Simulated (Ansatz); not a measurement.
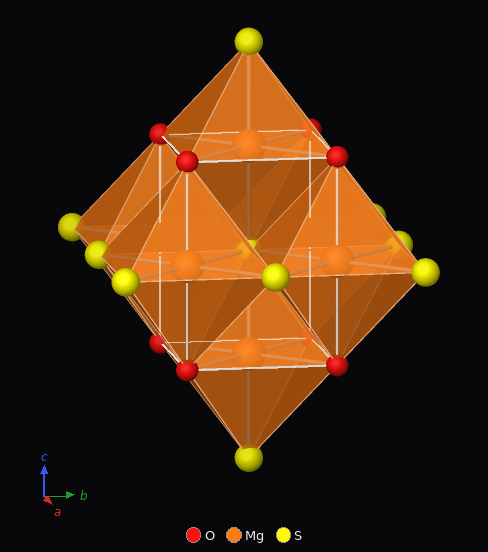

The figure gives a polyhedral picture of the atoms, viewed slightly off an axis. The outline marks the conventional unit cell. A few atoms beyond the faces are included.

Mg2SO, space group P4/mmm (No. 123), a = 3.408 Å, b = 3.408 Å, c = 4.734 Å, α = 90.00°, β = 90.00°, γ = 90.00°. The cell started as a structure type filled with these elements by a generator (whether the compound takes this form wasn't checked). The cell was then strained or its atoms displaced on purpose. It went into a calculation with Ansatz.

This one geometry was computed with Ansatz (DFT, plane waves, PAW) at three levels of theory: PBE, HSE06 and r2SCAN. It was relaxed with r2SCAN and then strained.

Question: Which level gives the highest pressure at this volume, and what does that say about its equilibrium volume?

Answer: Highest: PBE (3.0 GPa), which points to the largest equilibrium volume. Lowest, with the smallest volume: HSE06 (0.3 GPa) and r2SCAN (0.7 GPa). Levels within 0.5 GPa of each other can't be told apart.

Question: How does the band gap change with the level of theory?

Answer: PBE: a gap of 3.23 eV, direct; r2SCAN: a gap of 4.02 eV, direct; HSE06: a gap of 4.56 eV, direct.

Question: Collect the results in a table.

Answer:
| level | cutoff (eV) | k-mesh of the run's cell | gap (eV) | pressure (GPa) |
| --- | --- | --- | --- | --- |
| PBE | 420 | 8×8×6 | 3.23 | 3.0 |
| HSE06 | 420 | 6×6×4 | 4.56 | 0.3 |
| r2SCAN | 500 | 8×8×6 | 4.02 | 0.7 |

Gaps are taken on the k-mesh or band path of each run.
